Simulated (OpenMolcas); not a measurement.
# RbBr: single-point calculation

RbBr, SMILES [Br][Rb], computed with B2PLYP/def2-TZVP, RKS (OpenMolcas 26.06).

A bond length was changed on purpose from its optimised value.

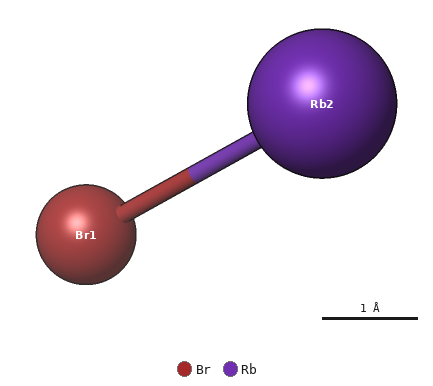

*The structure as given in the input (ball-and-stick view, seen at an oblique angle; atoms are numbered from 1 in the order of the input). Sticks mark near contacts.*

Bond lengths as drawn: Br–Rb 3.39 Å.

**Results in brief**

| quantity | value |
| --- | --- |
| outcome | converged |
| total energy | −2597.862306 hartree |
| SCF energy | −2597.752120 hartree |
| correlation energy | −0.408098 hartree |
| basis functions | 81 |
| HOMO | −6.22 eV |
| LUMO | −1.29 eV |
| dipole moment | 13.39 debye |
| hardware | 1 thread of Arm Neoverse V1, 24 GiB of memory available, shared host |
| wall time | 8.1 s |
| peak memory | 0.45 GiB |

**Notes**

The record of the run, not the program, notes: the program prints the second-order term unscaled; the energy takes 0.27 of it.

**Input file**
```
&gateway
baslib=$CurrDir
coord
2
angstrom
Br       0.000000       0.000000      -0.441756
Rb       0.000000       0.000000       2.944744
basis=def2-TZVP
group=NoSym
&seward
gridinput
Grid=UltraFine
End of Grid
&scf
ksdft=B2PLYP_SCF
thresholds=1e-10 1e-07 1e-07 1e-05
prorbitals=1 1
&mbpt2
frozen=9
```

Launched with:
```bash
export MOLCAS_MEM=1860
pymolcas run.inp > run.log
```

**Output**
```
--- Start Module: gateway ---

                                              &GATEWAY

                       available to each process: 1.9 GB of memory, 1 thread

 Basis Set     1 Label: BR.DEF2-TZVP
 Basis set is read from library:.
 basistype.tbl is not found

 Basis Set     2 Label: RB.DEF2-TZVP
 Basis set is read from library:.
 basistype.tbl is not found

++    Symmetry information:
      ---------------------

                    Character Table for C1

                             E
                    a        1  x, y, xy, Rz, z, xz, Ry, yz, Rx, I
--

++    Basis set information:
      ----------------------

      Basis set label: BR.DEF2-TZVP.........

      Electronic valence basis set:
      ------------------
      Associated Effective Charge  35.000000 au
      Associated Actual Charge     35.000000 au
      Nuclear Model: Point charge

      Shell  nPrim  nBasis  Cartesian Spherical Contaminant
         s      17       6        X
         p      13       5        X
         d       8       4                 X
         f       1       1                 X

      Basis set label: RB.DEF2-TZVP....ECP.....

      Electronic valence basis set:
      ------------------
      Associated Effective Charge   9.000000 au
      Associated Actual Charge     37.000000 au
      Nuclear Model: Point charge

      Shell  nPrim  nBasis  Cartesian Spherical Contaminant
         s       7       6        X
         p       7       4        X
         d       3       3                 X

      Pseudo Potential specification:
      =======================================

      Number of Core Electrons:  28

      Potential  nTerms
           H       1
         s-H       3
         p-H       3
         d-H       3

      Effective Core Potential specification:
      =======================================
--

++    Molecular structure info:
      -------------------------

                    ************************************************
                    **** Cartesian Coordinates / bohr, angstrom ****
                    ************************************************

     Center  Label                x              y              z                     x              y              z
        1      BR1              0.000000       0.000000      -0.834798              0.000000       0.000000      -0.441756
        2      RB2              0.000000       0.000000       5.564760              0.000000       0.000000       2.944744
--

            Nuclear Potential Energy             49.22215306 au

--- Stop Module: gateway /rc=_RC_ALL_IS_WELL_ ---

--- Start Module: seward ---

                                              &SEWARD

                       available to each process: 1.9 GB of memory, 1 thread

               SEWARD will generate:
                  Multipole Moment integrals up to order  2
                  Kinetic Energy integrals
                  Nuclear Attraction integrals (point charge)
                  One-Electron Hamiltonian integrals modified with ECP contributions
                  Velocity integrals
                  Pseudo Potential integrals
                  Orbital angular momentum around (  0.0000   0.0000   2.4820 )
                  Velocity quadrupole around (  0.0000   0.0000   2.4820 )
                  Two-Electron Repulsion integrals

                   Integrals are discarded if absolute value <: 1.00E-14
                   Integral cutoff threshold is set to       <: 1.00E-16

            Nuclear Potential Energy             49.22215306 au

      Basis set specifications :
      Symmetry species         a
      Basis functions           81

--- Stop Module: seward /rc=_RC_ALL_IS_WELL_ ---
--- Module seward spent 1 second ---

--- Start Module: scf ---

                                                &SCF

                       available to each process: 1.9 GB of memory, 1 thread

 ###############################################################################
 ###     Minimized-density-differences option turned off!                    ###
 ###############################################################################
++    Input section:
      --------------

      Header of the integral files:

      Cartesian coordinates in angstrom:
      -----------------------------------------------------
      No.  Label        X            Y            Z
      -----------------------------------------------------
       1   BR1        0.00000000   0.00000000  -0.44175600
       2   RB2        0.00000000   0.00000000   2.94474400
      -----------------------------------------------------
      Nuclear repulsion energy =   49.22215306
--

++    Orbital specifications:
      -----------------------

      Symmetry species               1
                                     a
      Frozen orbitals                0
      Occupied orbitals             22
      Secondary orbitals            59
      Deleted orbitals               0
      Total number of orbitals      81
      Number of basis functions     81
--

      Molecular charge                           0.000

      Numerical integration parameters
      --------------------------------
      Radial quadrature type:                         MHL
      Size of radial grid:                            99
      Lebedev angular grid:                           41
      Angular grid pruned with the crowding factor:  1.00E+10
                                 and fading factor:  1.00E+01
      Screening threshold for integral computation:   1.00E-11
      Radial quadrature accuracy:                     1.00E-25
      Maximum batch size:                             128
      AO values are stored on disk
      The same grid will be used for all iterations.

      DFT functional specifications
      -----------------------------
      Using Libxc version: 6.2.2
      Please cite the following reference:
      S. Lehtola, C. Steigemann, M. J.T. Oliveira, and M. A.L. Marques.,  SoftwareX 7, 1–5 (2018) doi:10.1016/j.softx.2017.11.002

      * Becke 88
        - A. D. Becke.,  Phys. Rev. A 38, 3098 (1988) doi:10.1103/PhysRevA.38.3098
      * Lee, Yang & Parr
        - C. Lee, W. Yang, and R. G. Parr.,  Phys. Rev. B 37, 785 (1988) doi:10.1103/PhysRevB.37.785
        - B. Miehlich, A. Savin, H. Stoll, and H. Preuss.,  Chem. Phys. Lett. 157, 200 (1989) doi:10.1016/0009-2614(89)87234-3

++    Optimization specifications:
      ----------------------------

      SCF Algorithm: Conventional
      D(i)-D(i-1) density differences are used
      Number of density matrices in core                 5
      Maximum number of NDDO SCF iterations            400
      Maximum number of HF SCF iterations              400
      Threshold for SCF energy change             1.00E-10
      Threshold for density matrix                1.00E-07
      Threshold for Fock matrix                   1.00E-07
      Threshold for linear dependence             1.00E-09
      Threshold at which DIIS is turned on        1.50E-01
      Maximum depth in the DIIS procedure                5
      Maximum depth in the BFGS Hessian update          30
      Threshold at which QNR/C2DIIS is turned on  7.50E-02
      Threshold for Norm(delta) (QNR/C2DIIS)      1.00E-05
      All orbitals punched on: SCFORB
--

      Input vectors read from INPORB
      Orbital file label: *Guess orbitals

++ Convergence information
                                   B2PLYP_SCF iterations: Energy and convergence statistics

Iter     Tot. B2PLYP_SCF One-elec.       Two-elec.     Energy      Max Dij or  Max Fij      DNorm      TNorm      AccCon     Time
         Energy          Energy          Energy        Change      Delta Norm                                                in Sec.

 The total and one-electron energies are shifted by a value of      2000. a.u.

   1  -595.290873015 -1777.979495348  1133.466469277   0.00E+00    4.06E-01*   4.35E+00*    1.15E+01   3.58E+02   None         1.
   2  -597.703287230 -1761.537099749  1114.611659464  -2.41E+00*   2.13E-01*   7.42E-02*    2.94E+00   3.55E+02   EDIIS        0.
   3  -597.720404827 -1777.984039177  1131.041481295  -1.71E-02*   2.73E-02*   3.60E-02*    1.06E+00   3.57E+02   EDIIS        0.
   4  -597.751605724 -1769.651435084  1122.677676305  -3.12E-02*   7.61E-03*   5.79E-03*    1.56E-01   3.56E+02   c2DIIS       0.
   5  -597.752104435 -1770.493960786  1123.519703296  -4.99E-04*   5.27E-03*   8.71E-04*    3.67E-02   3.56E+02   QNRc2DIIS    0.
   6  -597.752112459 -1770.709951948  1123.735686433  -8.02E-06*   1.69E-03*   7.55E-04*    2.16E-02   3.56E+02   QNRc2DIIS    0.
   7  -597.752119665 -1770.606116585  1123.631843865  -7.21E-06*   3.83E-04*   1.57E-04*    7.04E-03   3.56E+02   QNRc2DIIS    0.
   8  -597.752119746 -1770.613358587  1123.639085786  -8.08E-08*   1.09E-04*   1.16E-04*    1.60E-03   3.56E+02   QNRc2DIIS    0.
   9  -597.752119778 -1770.610461365  1123.636188532  -3.24E-08*   1.75E-05*   3.97E-06*    5.29E-04   3.56E+02   QNRc2DIIS    0.
  10  -597.752119778 -1770.610651241  1123.636378408  -2.04E-10*   5.92E-06    1.99E-06*    7.43E-05   3.56E+02   QNRc2DIIS    0.
  11  -597.752119778 -1770.610580829  1123.636307996  -6.82E-11    2.02E-06    4.51E-07*    2.11E-05   3.56E+02   QNRc2DIIS    0.
  12  -597.752119778 -1770.610593321  1123.636320488  -6.37E-12    9.23E-08    3.34E-08     8.17E-06   3.56E+02   QNRc2DIIS    0.

       Convergence after  12 Iterations
--

 *****************************************************************************************************************************
 *                                             SCF/KS-DFT Program, Final results                                             *
 *                                                       Final Results                                                       *
 *****************************************************************************************************************************

::    Total KS-DFT energy                           -2597.7521197783
      One-electron energy                           -3770.6105933210
      Two-electron energy                            1123.6363204875
      Nuclear repulsion energy                         49.2221530552
      Kinetic energy (interpolated)                  2578.9726477861
      Virial theorem                                    1.0072817647
      Total spin, S(S+1)                                0.0000000000
      Total spin, S                                     0.0000000000
      Max non-diagonal density matrix element           0.0000000616
      Max non-diagonal Fock matrix element              0.0000000026

      All orbitals with orbital energies smaller than  E(LUMO)+0.5 are printed

++    Molecular orbitals:
      -------------------

      Title: RKS-DFT orbitals

      Molecular orbitals for symmetry species 1: a

          Orbital            1         2         3         4         5         6         7         8         9        10
          Energy         -485.7091  -63.4614  -57.0836  -57.0833  -57.0833   -9.0225   -6.7562   -6.7554   -6.7554   -2.7164
          Occ. No.          2.0000    2.0000    2.0000    2.0000    2.0000    2.0000    2.0000    2.0000    2.0000    2.0000

          Orbital           11        12        13        14        15        16        17        18        19        20
          Energy           -2.7161   -2.7161   -2.7153   -2.7153   -1.4329   -0.7454   -0.7454   -0.7423   -0.7104   -0.2381
          Occ. No.          2.0000    2.0000    2.0000    2.0000    2.0000    2.0000    2.0000    2.0000    2.0000    2.0000

          Orbital           21        22        23        24        25        26        27        28        29        30
          Energy           -0.2284   -0.2284   -0.0473   -0.0028   -0.0028    0.0065    0.0240    0.0240    0.0317    0.0379
          Occ. No.          2.0000    2.0000    0.0000    0.0000    0.0000    0.0000    0.0000    0.0000    0.0000    0.0000

          Orbital           31        32        33        34        35        36        37        38        39        40
          Energy            0.0379    0.0506    0.0673    0.0673    0.0781    0.0789    0.0789    0.1024    0.1024    0.1645
          Occ. No.          0.0000    0.0000    0.0000    0.0000    0.0000    0.0000    0.0000    0.0000    0.0000    0.0000

          Orbital           41        42        43        44        45        46        47        48
          Energy            0.3327    0.3591    0.3591    0.3634    0.3634    0.4248    0.4248    0.4303
          Occ. No.          0.0000    0.0000    0.0000    0.0000    0.0000    0.0000    0.0000    0.0000

--

++    Molecular charges:
      ------------------

      Mulliken charges per centre and basis function type
      ---------------------------------------------------

                BR1     RB2
      1s       7.9653  2.0730
      2px      5.9522  2.0159
      2pz      5.8923  2.0334
      2py      5.9522  2.0159
      3d2+     2.0000 -0.0000
      3d1+     2.0011  0.0307
      3d0      2.0023  0.0338
      3d1-     2.0011  0.0307
      3d2-     2.0000 -0.0000
      4f3+     0.0000  0.0000
      4f2+     0.0000  0.0000
      4f1+     0.0000  0.0000
      4f0      0.0000  0.0000
      4f1-     0.0000  0.0000
      4f2-     0.0000  0.0000
      4f3-     0.0000  0.0000
      Total   35.7666  8.2334

      N-E     -0.7666  0.7666

      Total electronic charge=   44.000000

      Total            charge=   -0.000000
--

++    Molecular properties:
      ---------------------

      Charge (e):
                      =   -0.0000
      Dipole Moment (debye):
      Origin of the operator (angstrom)=    0.0000    0.0000    1.3134
                   X=  3.8135E-15               Y=  2.7228E-15               Z=  1.3394E+01           Total=  1.3394E+01
      Quadrupole Moment (debye*angstrom):
      Origin of the operator (angstrom)=    0.0000    0.0000    1.3134
                  XX= -3.4945E+01              XY=  1.2480E-14              XZ=  1.5298E-15              YY= -3.4945E+01
                  YZ= -1.4349E-15              ZZ= -3.2985E+01
      In traceless form (debye*angstrom)
                  XX= -9.8012E-01              XY=  1.8719E-14              XZ=  2.2946E-15              YY= -9.8012E-01
                  YZ= -2.1523E-15              ZZ=  1.9602E+00
--

--- Stop Module: scf /rc=_RC_ALL_IS_WELL_ ---
--- Module scf spent 5 seconds ---

--- Start Module: mbpt2 ---

                                               &MBPT2

                       available to each process: 1.9 GB of memory, 1 thread

 ###############################################################################
 ###    WARNING: MP2 implementation intended for RHF references only         ###
 ###############################################################################
MBPT2 WARNING: Reference function according to RunFile:KS-DFT
I'll assume you know what you're doing and continue

WARNING!
Default frozen orbitals as non valence orbitals is overwritten by user input.
Default values:  14

      Cartesian coordinates in angstrom:
      -----------------------------------------------------
      No.  Label        X            Y            Z
      -----------------------------------------------------
       1   BR1        0.00000000   0.00000000  -0.44175600
       2   RB2        0.00000000   0.00000000   2.94474400
      -----------------------------------------------------
      Nuclear repulsion energy =   49.22215306

      Contents of RUNFILE file:
      -------------------------

      Symmetry species                           1
                                                 a
      Number of basis functions                 81
      Frozen occupied orbitals                   9
      Active occupied orbitals                  13
      Active external orbitals                  59
      Deleted external orbitals                  0

      Reference numbers of frozen occupied orbitals according to the original input sequence
      symmetry species 1                        1  2  3  4  5  6  7  8  9

      Energies of the active occupied orbitals

      symmetry species 1                    -2.716432     -2.716137     -2.716137     -2.715301     -2.715300
                                            -1.432870     -0.745382     -0.745382     -0.742260     -0.710423
                                            -0.238123     -0.228409     -0.228409

      Energies of the active external orbitals

      symmetry species 1                    -0.047324     -0.002785     -0.002785      0.006520      0.023999
                                             0.024004      0.031735      0.037879      0.037879      0.050584
                                             0.067252      0.067252      0.078149      0.078867      0.078868
                                             0.102378      0.102378      0.164466      0.332724      0.359104
                                             0.359104      0.363427      0.363427      0.424762      0.424762
                                             0.430294      0.479582      0.479582      0.491062      0.498460
                                             0.498460      0.587352      0.587352      0.651536      0.780828
                                             0.914456      1.561184      1.561184      1.578253      1.578253
                                             1.632766      1.766734      1.766734      1.768857      1.768857
                                             1.772417      1.772417      1.790946      1.854050      1.854050
                                             1.891431      4.291669      4.291676      4.309508      4.309508
                                             4.353505      7.522366     12.903964     38.766347

      ********************************************************************************************************
      *                                               Results                                                *
      ********************************************************************************************************

 Conventional algorithm used...

       SCF energy                           =    -2597.7521197783 a.u.
       Second-order correlation energy      =       -0.4080981829 a.u.

       Total energy                         =    -2598.1602179612 a.u.
       Reference weight ( Cref**2 )         =        0.86512

::    Total MBPT2 energy                            -2598.1602179612

       Zeroth-order energy (E0)             =    -1487.4994125919 a.u.

       Shanks-type energy S1(E)             =    -2598.1603680219 a.u.

       Data processing and timing information:

       Section                                              time(sec)
                                                          CPU  Elapsed

      Input data processing                              0.03      0.03
      Transformation of integrals                        0.10      0.13
      MBPT2 calculations (BJAI)                          0.00      0.00
      Total MBPT2 calculations                           0.13      0.16

--- Stop Module: mbpt2 /rc=_RC_ALL_IS_WELL_ ---

.##################.
.# Happy landing! #.
.##################.

    Timing: Wall=7.81 User=6.33 System=1.47
```

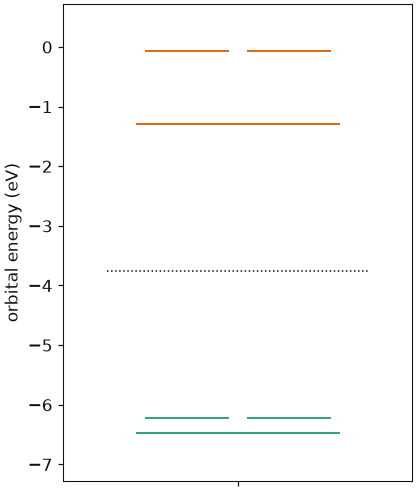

*Orbital energies near the frontier; the dotted line parts filled from empty levels, and levels within 0.02 eV of each other stand side by side.*

Highest filled −6.22 eV, lowest empty −1.29 eV, 4.93 eV apart.

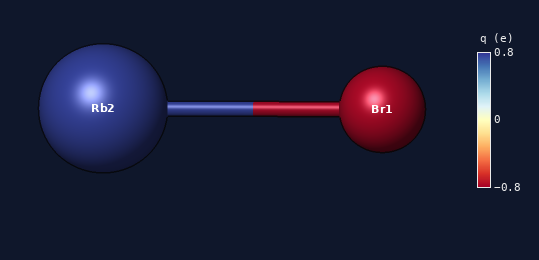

*Mulliken charges, as the colour of each atom (ball-and-stick view, seen on its broad side; atoms are numbered from 1 in the order of the input).*

By element: Br −0.77 and Rb +0.77 e.
